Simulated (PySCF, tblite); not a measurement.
# C₅H₉NOSi: geometry, infrared bands and NMR shifts

Wanted: the infrared bands and NMR shifts of C₅H₉NOSi (`C=N[Si@H]1C[C@@H](C=O)C1`), by calculation.

The runs use tblite 0.8.0 and PySCF 2.14.0, with density-fitted response routines of our own; the level of theory stands in each step. All values are computed, except where a source is named. Atoms are numbered from 0 throughout.

**1. The molecule as given**

17 atoms, charge 0, multiplicity 1; geometry from: force field or distance geometry start.

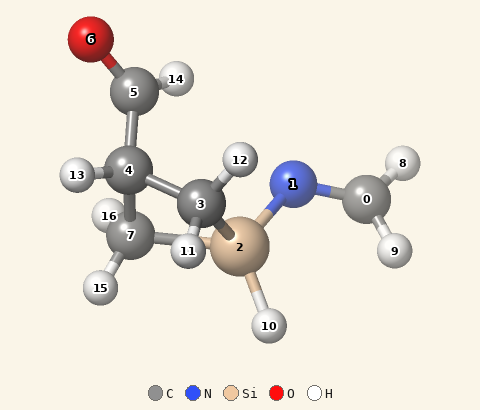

As it starts; carbon grey, nitrogen blue, silicon light orange, oxygen red, hydrogen white, atoms numbered.

**2. Relaxing the molecule with GFN2-xTB**

The job: settings as JSON, then the geometry in Å.

```
{"job": {"kind": "relax", "xc": "GFN2-xTB", "basis": "xTB"}, "charge": 0, "multiplicity": 1}
C      3.055400     0.141100     0.504300
N      1.836700     0.544400     0.442900
Si     0.672100    -0.403200    -0.461500
C     -0.726900    -1.156400     0.487300
C     -1.578200     0.078400     0.447500
C     -1.379300     1.059100     1.510600
O     -2.343200     1.338600     2.229800
C     -0.920100     0.477200    -0.858200
H      3.812900     0.668100     1.047000
H      3.363800    -0.776500    -0.007700
H      1.181400    -1.301500    -1.477400
H     -1.168700    -2.005300    -0.086500
H     -0.491700    -1.551500     1.516500
H     -2.653000    -0.188600     0.327700
H     -0.403100     1.537400     1.671500
H     -1.449500    -0.017100    -1.694100
H     -0.815600     1.567800    -0.960200
```

Command:

```console
OMP_NUM_THREADS=1 python probes_run.py task.json out
```

This one command runs all jobs of the session in turn.

Log:

```text
step      E/eV     max force
  0    -650.68357    4.165
  1    -650.96454    3.475
  2    -651.08636    1.317
  3    -651.15907    0.741
  4    -651.24728    0.684
  5    -651.29115    0.656
  6    -651.31763    0.365
  7    -651.33836    0.359
  8    -651.35627    0.306
  9    -651.36888    0.306
 10    -651.38120    0.326
 11    -651.39684    0.369
 12    -651.41607    0.463
 13    -651.43186    0.387
 14    -651.44167    0.225
 15    -651.44804    0.199
 16    -651.45441    0.249
 17    -651.46269    0.265
 18    -651.46977    0.193
 19    -651.47462    0.154
 20    -651.47847    0.198
 21    -651.48244    0.224
 22    -651.48664    0.204
 23    -651.49075    0.222
 24    -651.49455    0.171
 25    -651.49840    0.176
 26    -651.50246    0.159
 27    -651.50614    0.159
 28    -651.50896    0.158
 29    -651.51112    0.141
 30    -651.51304    0.128
 31    -651.51503    0.124
 32    -651.51696    0.110
 33    -651.51850    0.115
 34    -651.51971    0.079
 35    -651.52092    0.077
 36    -651.52221    0.104
 37    -651.52339    0.103
 38    -651.52425    0.071
 39    -651.52483    0.060
 40    -651.52531    0.080
 41    -651.52580    0.086
 42    -651.52621    0.043
 43    -651.52635    0.029
 44    -651.52646    0.028
 45    -651.52665    0.056
 46    -651.52698    0.081
 47    -651.52752    0.085
 48    -651.52818    0.064
 49    -651.52884    0.068
 50    -651.52942    0.064
 51    -651.52998    0.079
 52    -651.53054    0.070
 53    -651.53104    0.058
 54    -651.53149    0.054
 55    -651.53195    0.051
 56    -651.53240    0.056
 57    -651.53278    0.056
 58    -651.53306    0.048
 59    -651.53329    0.044
 60    -651.53357    0.041
 61    -651.53393    0.046
 62    -651.53437    0.063
 63    -651.53485    0.069
 64    -651.53524    0.072
 65    -651.53564    0.052
 66    -651.53594    0.044
 67    -651.53628    0.039
 68    -651.53646    0.045
 69    -651.53669    0.028
 70    -651.53676    0.017
 71    -651.53679    0.012
 72    -651.53681    0.012
 73    -651.53684    0.016
 74    -651.53687    0.015
 75    -651.53691    0.016
 76    -651.53695    0.016
 77    -651.53698    0.015
 78    -651.53702    0.016
 79    -651.53706    0.016
 80    -651.53710    0.015
 81    -651.53715    0.015
 82    -651.53719    0.013
 83    -651.53723    0.014
 84    -651.53726    0.016
 85    -651.53729    0.015
 86    -651.53732    0.016
 87    -651.53737    0.018
 88    -651.53745    0.023
 89    -651.53755    0.029
 90    -651.53765    0.030
 91    -651.53775    0.020
 92    -651.53782    0.021
 93    -651.53788    0.022
 94    -651.53795    0.023
 95    -651.53803    0.029
 96    -651.53812    0.021
 97    -651.53820    0.050
 98    -651.53827    0.025
 99    -651.53836    0.016
100    -651.53841    0.013
101    -651.53844    0.015
102    -651.53846    0.012
103    -651.53847    0.007
```

Wall time 0.79 s (1 thread of Arm Neoverse V1, shared host); peak memory 0.18 GiB.

The steps of the relaxation: (not every step is listed)

| step | energy from step 0 (eV) | largest force (eV/Å) |
| --- | --- | --- |
| 0 | 0.0000 | 4.1646 |
| 1 | -0.2810 | 3.4755 |
| 2 | -0.4028 | 1.3169 |
| 3 | -0.4755 | 0.7414 |
| 4 | -0.5637 | 0.6841 |
| 5 | -0.6076 | 0.6561 |
| 6 | -0.6341 | 0.3648 |
| 7 | -0.6548 | 0.3591 |
| 8 | -0.6727 | 0.3063 |
| 17 | -0.7791 | 0.2654 |
| 26 | -0.8189 | 0.1594 |
| 35 | -0.8374 | 0.0774 |
| 44 | -0.8429 | 0.0277 |
| 53 | -0.8475 | 0.0576 |
| 62 | -0.8508 | 0.0631 |
| 71 | -0.8532 | 0.0124 |
| 80 | -0.8535 | 0.0152 |
| 89 | -0.8540 | 0.0286 |
| 98 | -0.8547 | 0.0253 |
| 99 | -0.8548 | 0.0160 |
| 100 | -0.8548 | 0.0127 |
| 101 | -0.8549 | 0.0150 |
| 102 | -0.8549 | 0.0122 |
| 103 | -0.8549 | 0.0068 |

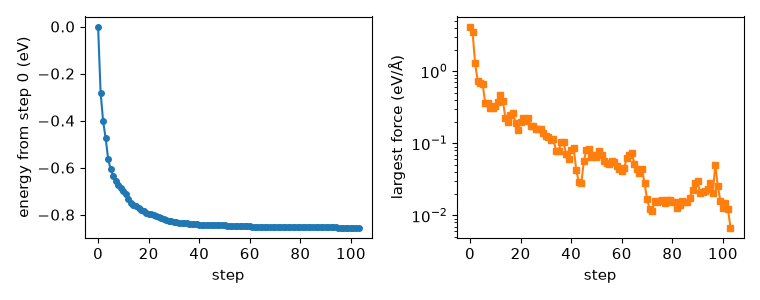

Energy and largest force along the relaxation.

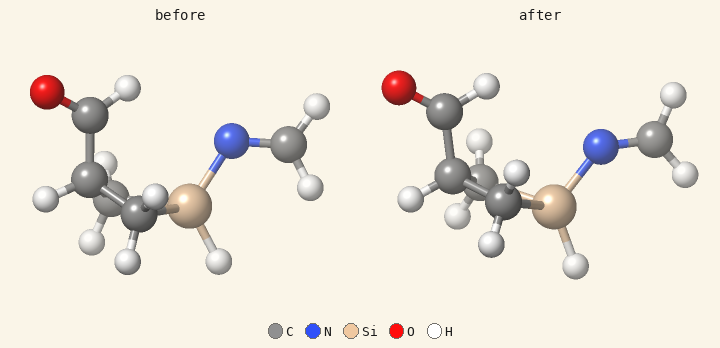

Before and after, at one scale.

Close pairs (by a distance rule), those that changed most:

| bond | before (Å) | after (Å) | change (Å) |
| --- | --- | --- | --- |
| Si2–C3 | 1.851 | 1.907 | +0.056 |
| C3–C4 | 1.500 | 1.546 | +0.046 |
| Si2–C7 | 1.862 | 1.907 | +0.045 |
| C3–H12 | 1.127 | 1.087 | -0.040 |
| N1–Si2 | 1.753 | 1.717 | -0.036 |
| C0–N1 | 1.285 | 1.250 | -0.035 |
| C5–O6 | 1.235 | 1.200 | -0.034 |
| C4–C5 | 1.460 | 1.492 | +0.032 |

The final coordinates are the input of the step that follows.

**3. Harmonic vibrations with GFN2-xTB**

The job: settings as JSON, then the geometry in Å.

```
{"job": {"kind": "ir", "xc": "GFN2-xTB", "basis": "xTB"}, "charge": 0, "multiplicity": 1}
C      3.121851     0.149838     0.347854
N      1.872928     0.145510     0.390851
Si     0.639639    -0.638211    -0.510138
C     -0.728903    -1.217578     0.684243
C     -1.596246     0.016298     0.344108
C     -1.611214     0.965954     1.495245
O     -2.585626     1.426633     2.023814
C     -0.762398     0.619009    -0.811761
H      3.671882     0.766453     1.053390
H      3.723548    -0.428780    -0.356548
H      0.971944    -1.544699    -1.614014
H     -1.218805    -2.141059     0.389426
H     -0.489193    -1.293686     1.741872
H     -2.619948    -0.233052     0.058132
H     -0.590186     1.229759     1.838608
H     -1.270742     0.516753    -1.766030
H     -0.535531     1.672889    -0.669501
```

Log:

```text
mode    cm-1     km/mol
  1      27.2      0.65
  2      52.1      3.04
  3      88.8      3.74
  4     136.9      1.62
  5     183.4     15.37
  6     273.3      6.19
  7     317.5      0.06
  8     345.0      1.81
  9     411.2     31.41
 10     467.0      2.77
 11     574.9     90.43
 12     581.5     24.42
 13     631.1    116.07
 14     678.1      8.13
 15     715.8     20.90
 16     719.9     87.15
 17     792.8    122.29
 18     851.0     94.09
 19     922.4      1.21
 20     938.9     11.13
 21     994.2     11.14
 22    1019.8     21.02
 23    1028.1      0.71
 24    1072.0      0.43
 25    1138.9     12.62
 26    1172.2     29.79
 27    1175.8      0.57
 28    1203.3      6.53
 29    1242.3      0.17
 30    1273.4      0.19
 31    1381.3     13.60
 32    1444.3      0.38
 33    1463.4      4.87
 34    1466.1      1.38
 35    1743.5     80.58
 36    1786.5    387.56
 37    2223.2    372.75
 38    2753.4     96.58
 39    2896.2     87.15
 40    2969.0     37.42
 41    2986.4     26.83
 42    3010.2     14.60
 43    3013.3     36.42
 44    3028.0     24.70
 45    3030.2     47.27
```

Run time: 0.64 s. Hardware: 1 thread of Arm Neoverse V1, shared host; peak memory 0.18 GiB.

Which atoms move in the most intense modes:

| cm⁻¹ | km/mol | atoms |
| --- | --- | --- |
| 575 | 90.4 | H10 73 % |
| 631 | 116.1 | H10 32 %, Si2 20 %, C3 12 %, C7 11 % |
| 720 | 87.2 | Si2 32 %, C7 25 %, C3 21 % |
| 793 | 122.3 | C7 17 %, C3 17 %, Si2 15 %, H12 13 % |
| 851 | 94.1 | Si2 36 %, C3 16 %, C7 15 % |
| 1786 | 387.6 | C5 60 %, O6 38 % |
| 2223 | 372.8 | H10 97 % |
| 2753 | 96.6 | H14 94 % |

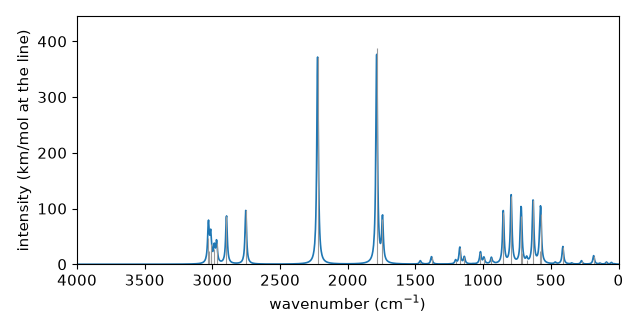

The infrared spectrum from these modes, unscaled. Lines are broadened to a width of 14 cm⁻¹ (Lorentzian).

**4. Shielding tensors: PBE0/pcSseg-1**

Same as in step 3 but for these lines:

```diff
@@ -1,2 +1,2 @@
-{"job": {"kind": "ir", "xc": "GFN2-xTB", "basis": "xTB"}, "charge": 0, "multiplicity": 1}
+{"job": {"kind": "nmr", "xc": "PBE0", "basis": "pcSseg-1"}, "charge": 0, "multiplicity": 1}
 C      3.121851     0.149838     0.347854
```

With the program's defaults for keys left out, this is: GIAO PBE0/pcSseg-1 NMR shielding, non-relativistic, gas phase.

Log:

```text
coarse grid: 14784 points
cycle   1  E = -614.6135093147  dE =  1.161e+00  |g| = 8.520e-01  |ddm| = 3.774e+00
cycle   2  E = -614.2478900970  dE =  3.656e-01  |g| = 1.609e+00  |ddm| = 2.206e+00
cycle   3  E = -614.7614365796  dE = -5.135e-01  |g| = 1.748e-01  |ddm| = 1.600e+00
cycle   4  E = -614.7673792643  dE = -5.943e-03  |g| = 8.117e-02  |ddm| = 2.186e-01
cycle   5  E = -614.7687108565  dE = -1.332e-03  |g| = 2.863e-02  |ddm| = 8.379e-02
cycle   6  E = -614.7688824874  dE = -1.716e-04  |g| = 7.616e-03  |ddm| = 2.449e-02
cycle   7  E = -614.7688935868  dE = -1.110e-05  |g| = 2.406e-03  |ddm| = 7.177e-03
cycle   8  E = -614.7688948901  dE = -1.303e-06  |g| = 5.114e-04  |ddm| = 2.906e-03
final grid: 138520 points
cycle   9  E = -614.8256340822  dE = -2.239e-05  |g| = 1.221e-02  |ddm| = 2.840e-02
cycle  10  E = -614.8255584705  dE =  7.561e-05  |g| = 2.315e-02  |ddm| = 2.675e-02
cycle  11  E = -614.8256641808  dE = -1.057e-04  |g| = 2.361e-03  |ddm| = 1.817e-02
cycle  12  E = -614.8256653738  dE = -1.193e-06  |g| = 2.752e-04  |ddm| = 1.945e-03
cycle  13  E = -614.8256653889  dE = -1.513e-08  |g| = 1.208e-04  |ddm| = 3.641e-04
cycle  14  E = -614.8256653918  dE = -2.951e-09  |g| = 4.864e-05  |ddm| = 1.562e-04
cycle  15  E = -614.8256653923  dE = -4.534e-10  |g| = 1.618e-05  |ddm| = 4.966e-05
converged SCF energy = -614.8256653923

GIAO shielding tensors (ppm)
atom      isotropic    diamagn.    paramagn.     s11        s22        s33       span
  0 C       11.995     250.012    -238.017    -80.746    -11.411    128.141    208.886
  1 N     -155.416     330.571    -485.987   -547.317   -187.659    268.728    816.045
  2 Si     359.652     880.536    -520.884    342.302    346.284    390.369     48.067
  3 C      171.355     254.355     -82.999    157.154    168.350    188.561     31.407
  4 C      143.653     254.623    -110.970    130.469    141.752    158.738     28.269
  5 C      -20.087     251.186    -271.272   -115.117    -26.689     81.546    196.663
  6 O     -322.036     394.212    -716.248   -904.948   -409.135    347.976   1252.923
  7 C      170.931     253.803     -82.872    155.683    168.559    188.551     32.868
  8 H       22.970      27.886      -4.916     21.602     22.606     24.702      3.100
  9 H       22.908      27.786      -4.878     20.924     21.990     25.811      4.887
 10 H       25.800      29.250      -3.450     22.714     24.004     30.681      7.967
 11 H       29.916      31.416      -1.500     26.240     28.003     35.505      9.265
 12 H       30.284      31.342      -1.058     27.034     27.510     36.309      9.276
 13 H       28.695      32.734      -4.038     26.109     26.786     33.192      7.084
 14 H       21.448      29.638      -8.190     19.698     19.979     24.668      4.970
 15 H       29.895      31.757      -1.863     26.219     27.981     35.484      9.265
 16 H       30.310      31.822      -1.512     27.095     27.559     36.277      9.183
```

Run time: 41 s. Hardware: 1 thread of Arm Neoverse V1, shared host; peak memory 0.84 GiB.

Shifts follow as δ = σ(reference) − σ, with reference shieldings (ppm) from runs at the same level and on the same kind of geometry: 1H TMS 31.72, 13C TMS 186.9, 29Si TMS 349.2, 15N NH3 267.7, 17O H2O 336.1. The references are single molecules in the gas phase, so shifts against H2O, NH3, PH3, H3PO4 or CFCl3 are not on the usual liquid scales and can be off by tens of ppm. Atoms listed in one row are averaged.

| atoms | environment | σ (ppm) | δ (ppm) | δ scaled to CDCl3 |
| --- | --- | --- | --- | --- |
| C5 | aldehyde carbonyl carbon | -20.1 | 207.0 | 200.1 |
| C0 | C=N carbon | 12.0 | 174.9 | 168.8 |
| C4 | sp3 CH α to a carbonyl | 143.7 | 43.3 | 40.3 |
| C3, C7 | sp3 CH2 bonded to Si | 171.1 | 15.8 | 13.5 |
| H14 | hydrogen on an aldehyde carbonyl carbon | 21.45 | 10.27 | 9.79 |
| H9 | hydrogen on a C=N carbon | 22.91 | 8.81 | 8.41 |
| H8 | hydrogen on a C=N carbon | 22.97 | 8.75 | 8.35 |
| H10 | hydrogen on a silicon bonded to 2 C, N, in a 4-membered ring | 25.80 | 5.92 | – |
| H13 | hydrogen on an sp3 CH α to a carbonyl | 28.70 | 3.02 | 2.95 |
| H11, H15 | hydrogen on an sp3 CH2 bonded to Si | 29.91 | 1.81 | 1.81 |
| H12, H16 | hydrogen on an sp3 CH2 bonded to Si | 30.30 | 1.42 | 1.44 |
| N1 | imine nitrogen | -155.4 | 423.1 | – |
| Si2 | silicon bonded to 2 C, N, H, in a 4-membered ring | 359.7 | -10.5 | – |
| O6 | aldehyde oxygen | -322.0 | 658.1 | – |

The scaled column applies a straight-line fit of computed shieldings to shifts measured in CDCl3 (root-mean-square error 0.16 ppm for H, 1.9 ppm for C).

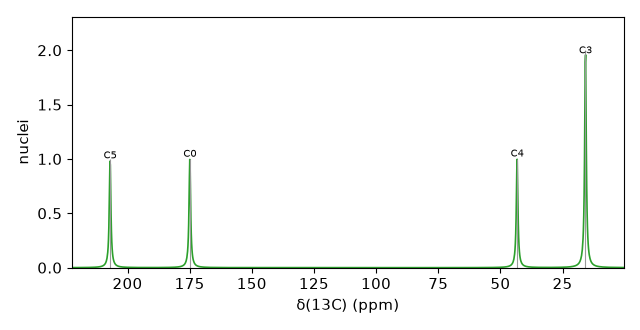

13C lines at the computed shifts, without couplings. Lines are broadened to a width of 0.76 ppm (Lorentzian).

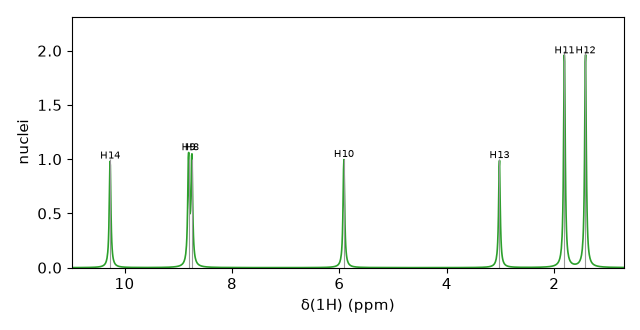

1H lines at the computed shifts, without couplings. Lines are broadened to a width of 0.04 ppm (Lorentzian).

Charges from the same density, by scheme (e):

| atoms | Mulliken | IAO | Hirshfeld | ESP fit |
| --- | --- | --- | --- | --- |
| C0 | 0.06 | -0.07 | 0.04 | 0.20 |
| N1 | -0.55 | -0.52 | -0.22 | -0.58 |
| Si2 | 0.84 | 1.01 | 0.40 | 0.93 |
| C3, C7 | -0.45 | -0.56 | -0.16 | -0.69 |
| C4 | -0.33 | -0.15 | -0.03 | 0.31 |
| C5 | 0.30 | 0.27 | 0.13 | 0.44 |
| O6 | -0.35 | -0.39 | -0.24 | -0.48 |

ESP fit charges:

C0 0.20; N1 -0.58; Si2 0.93; C3 -0.69; C4 0.31; C5 0.44; O6 -0.48; C7 -0.69; H8 0.07; H9 0.04; H10 -0.19; H11 0.16; H12 0.16; H13 0.01; H14 -0.02; H15 0.17; H16 0.17

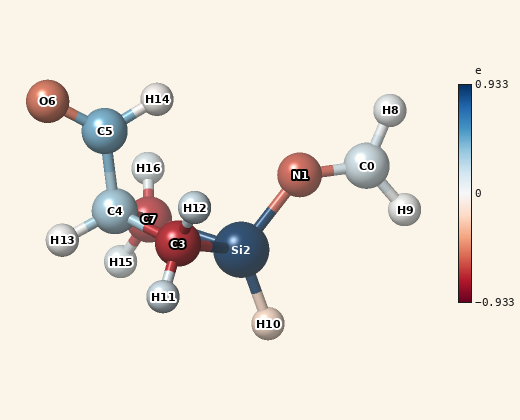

ESP fit charges, as colours on the atoms.

Mayer bond orders: C0–N1 1.94, N1–Si2 1.00, Si2–C3 0.93, C3–C4 0.95, C4–C5 0.96, C5–O6 2.03, C4–C7 0.95, C7–Si2 0.92.

Ring of atoms Si2, C3, C4, C7: NICS(0) 4.0, NICS(1) 1.0, NICS(1)zz 5.2 ppm (means of both faces; NICS(1) differs between them: -0.2 and 2.2).

The fields below are evaluated on a grid from the run's orbitals.

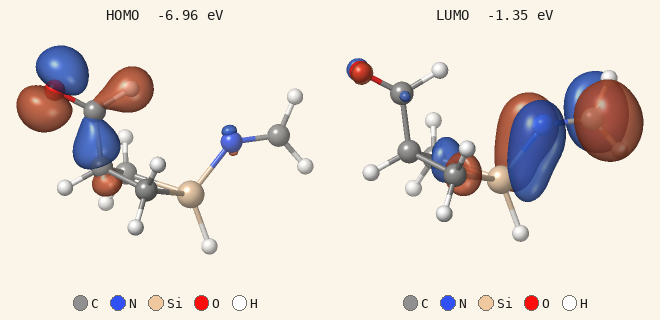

Frontier orbitals at PBE0/pcSseg-1; each surface holds 70 % of the orbital's density, blue and red mark the sign.

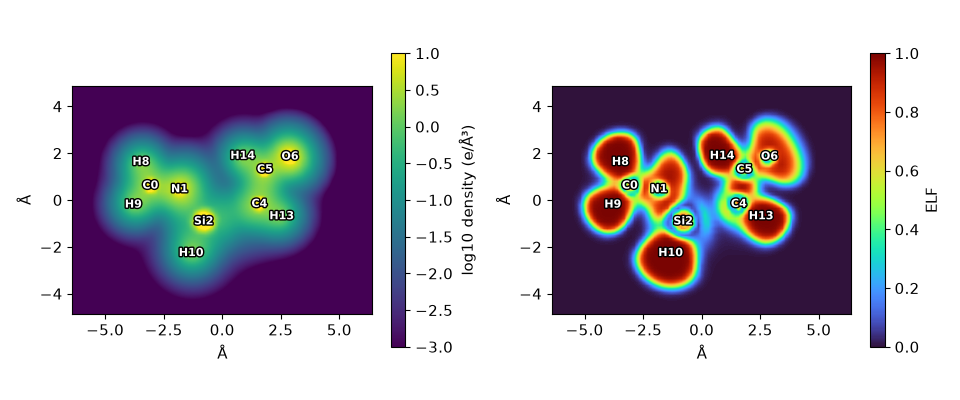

Density (left) and ELF (right) in a plane through or near 11 of the atoms.

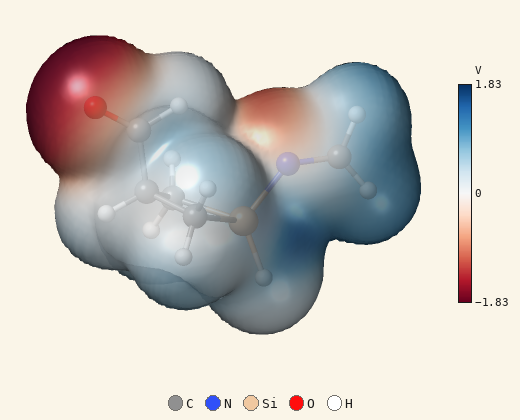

Electrostatic potential on the surface of density 0.002 e/bohr³; red is low, blue high. It runs from -1.83 V near O6 to 1.26 V near Si2.

**5. What came out**

```
                                                               quantity                                          value
                              strongest single infrared mode (GFN2-xTB)                          1786 cm⁻¹, 388 km/mol
                                           zero-point energy (GFN2-xTB)                                  80.4 kcal/mol
13C shifts against TMS (PBE0/pcSseg-1, means over atoms taken as alike)                   207.0, 174.9, 43.3, 15.8 ppm
 1H shifts against TMS (PBE0/pcSseg-1, means over atoms taken as alike)  10.27, 8.81, 8.75, 5.92, 3.02, 1.81, 1.42 ppm
                                 15N shifts against NH3 (PBE0/pcSseg-1)                                      423.1 ppm
                                29Si shifts against TMS (PBE0/pcSseg-1)                                      -10.5 ppm
                                 17O shifts against H2O (PBE0/pcSseg-1)                                      658.1 ppm
                                  surface potential, least and greatest                             -1.83 V and 1.26 V
```

**Reading.** Over 103 steps the energy fell by 0.855 eV; of the close pairs, Si2–C3 changed most, 1.851 to 1.907 Å. No mode is imaginary among the 45: a minimum at this level. The strongest single mode, at 1786 cm⁻¹, moves mainly C5 and O6. Unscaled tight-binding wavenumbers are off by several per cent, some by more. Its intensities can rank the bands wrongly. The most deshielded carbon is C5 (aldehyde carbonyl carbon), at 207.0 ppm: the double bond to the heteroatom, with no lone-pair donor beside it, deshields it most. The most deshielded hydrogen is H14 (hydrogen on an aldehyde carbonyl carbon), at 10.27 ppm: the formyl region, downfield of aromatic protons. At PBE0/pcSseg-1: Shielding is most anisotropic at O6 (span 1253 ppm, paramagnetic term -716 ppm). By nearest atom (PBE0/pcSseg-1), the HOMO sits on O6 58 %; H14 12 % and the LUMO on C0 33 %; N1 27 %.
